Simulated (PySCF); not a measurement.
## Excited-state calculation of C2H5BO3

The run: excited-state calculation of C2H5BO3. Method and program: TDDFT CAM-B3LYP/def2-SVPD, vertical, gas phase, core orbitals frozen in the response (PySCF 2.14.0).

The geometry comes from this level: PBE0-D3(BJ)/def2-SVP. It belongs to a series of runs on one base structure; here: H on B replaced by OH.

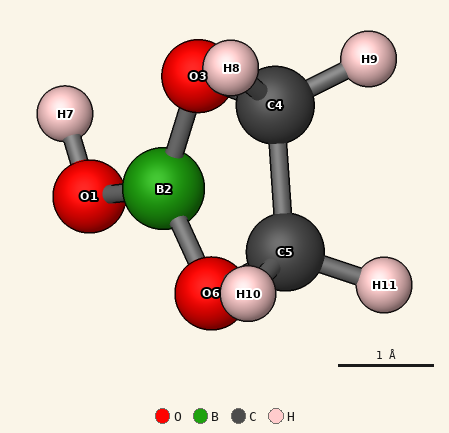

Fig. 1: The structure (ball-and-stick view, seen at a tilt; atoms are numbered from 1 in the order of the input).

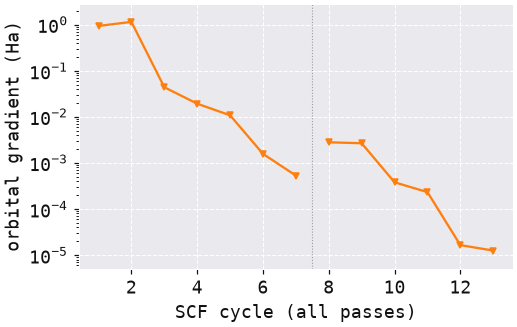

Fig. 2: Convergence of the self-consistent field: orbital gradient against the SCF cycle. The dotted line marks the change from a coarse to the final integration grid. The first 7 cycles use a coarse grid, the final grid takes over at cycle 8, and the field converges after 13 cycles in all.

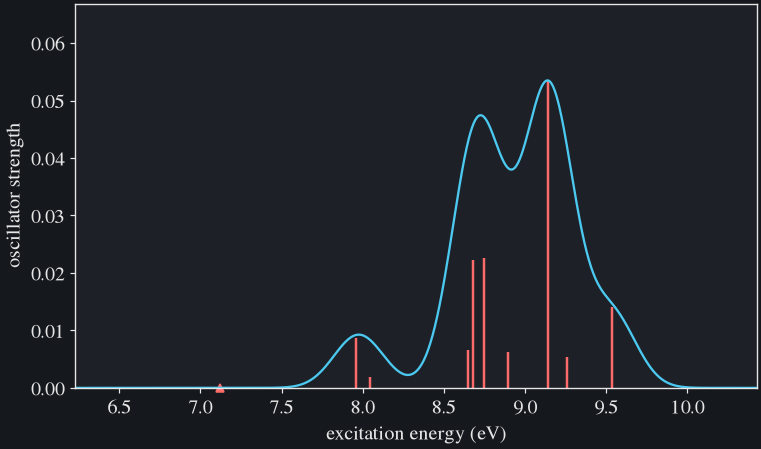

Fig. 3: Computed excitations as sticks (degenerate states added up, dark ones marked on the axis), with a Gaussian envelope of 0.35 eV full width at half maximum, scaled to the tallest. Of the 10 states the lowest lies at 7.12 eV (f = 0.000); the strongest line is at 9.14 eV, or 136 nm (f = 0.053).

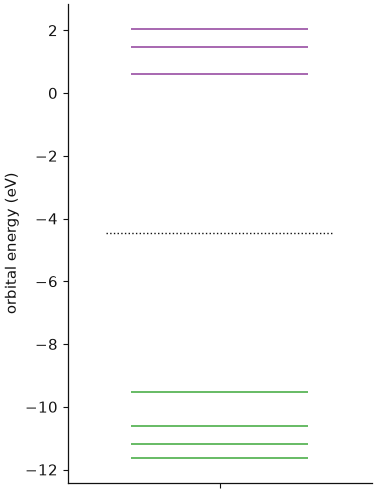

Fig. 4: Orbital energies near the frontier; the dotted line parts filled from empty levels, and levels within 0.02 eV of each other stand side by side. Highest filled −9.54 eV, lowest empty 0.61 eV, 10.15 eV apart.

These pictures come from the run below.

### Input
```
{"job": {"kind": "uv", "xc": "CAM-B3LYP", "basis": "def2-SVPD", "ip": true, "dynamic": false}, "charge": 0, "multiplicity": 1}
O      2.434854    -0.108934    -0.491291
B      1.136488    -0.072026    -0.122279
O      0.648700     0.713397     0.893468
C     -0.743766     0.488312     0.986346
C     -1.056407    -0.565733    -0.103781
O      0.177942    -0.828185    -0.736004
H      2.972282     0.476208     0.050547
H     -1.284574     1.434525     0.819429
H     -0.996347     0.133125     1.998690
H     -1.781986    -0.194199    -0.845983
H     -1.462232    -1.498288     0.321901
```

The first line tells a small driver script what to run in PySCF; the rest is the geometry in Å.

Command:
```bash
OMP_NUM_THREADS=1 python <driver script> task.json out
```

### Log
```
coarse grid: 9616 points
cycle   1  E = -329.2949614951  dE =  1.129e+00  |g| = 9.414e-01  |ddm| = 4.812e+00
cycle   2  E = -329.2290400835  dE =  6.592e-02  |g| = 1.153e+00  |ddm| = 2.139e+00
cycle   3  E = -329.4623813772  dE = -2.333e-01  |g| = 4.396e-02  |ddm| = 1.104e+00
cycle   4  E = -329.4627533965  dE = -3.720e-04  |g| = 1.932e-02  |ddm| = 8.158e-02
cycle   5  E = -329.4628111746  dE = -5.778e-05  |g| = 1.082e-02  |ddm| = 2.907e-02
cycle   6  E = -329.4628318702  dE = -2.070e-05  |g| = 1.573e-03  |ddm| = 1.008e-02
cycle   7  E = -329.4628323875  dE = -5.173e-07  |g| = 5.312e-04  |ddm| = 2.739e-03
final grid: 94112 points
cycle   8  E = -329.5371642125  dE = -3.653e-05  |g| = 2.806e-03  |ddm| = 5.985e-02
cycle   9  E = -329.5371646151  dE = -4.026e-07  |g| = 2.676e-03  |ddm| = 8.238e-03
cycle  10  E = -329.5371660667  dE = -1.452e-06  |g| = 3.796e-04  |ddm| = 3.160e-03
cycle  11  E = -329.5371660849  dE = -1.815e-08  |g| = 2.326e-04  |ddm| = 5.651e-04
cycle  12  E = -329.5371660958  dE = -1.091e-08  |g| = 1.644e-05  |ddm| = 2.490e-04
cycle  13  E = -329.5371660959  dE = -6.946e-11  |g| = 1.252e-05  |ddm| = 3.869e-05
converged SCF energy = -329.5371660959

Static polarisability (au): isotropic 45.404, principal 37.577 44.610 54.027

Singlet excitations
state   eV       nm        f      main configurations
  1   7.1226    174.1   0.00002   H->L 0.86
  2   7.9614    155.7   0.00873   H-1->L 0.74, H->L+1 0.15
  3   8.0473    154.1   0.00197   H->L+1 0.73, H-1->L 0.12
  4   8.6503    143.3   0.00654   H->L+2 0.72, H-1->L+1 0.13
  5   8.6774    142.9   0.02228   H->L+3 0.90
  6   8.7473    141.7   0.02255   H-2->L 0.80
  7   8.8974    139.3   0.00623   H->L+4 0.68
  8   9.1413    135.6   0.05349   H-3->L 0.87
  9   9.2584    133.9   0.00533   H-1->L+1 0.40, H-1->L+4 0.17, H->L+2 0.12
 10   9.5369    130.0   0.01406   H-4->L 0.76, H-4->L+1 0.08

Triplet excitations (Tamm-Dancoff, eV): 6.9583 7.7455 7.8333 8.2213
Vertical ionisation energy (delta-SCF) = 10.5729 eV
```

### Results in brief

```tsv
quantity	value
outcome	converged
total energy	−329.537166 hartree
HOMO	−9.54 eV
LUMO	0.61 eV
dipole moment	2.54 D
mean polarisability	45.40 a.u.
vertical ionisation energy	10.57 eV
lowest singlet excitation	7.12 eV
hardware	1 CPU thread, shared host
wall time	66 s
peak memory	0.77 GiB
```
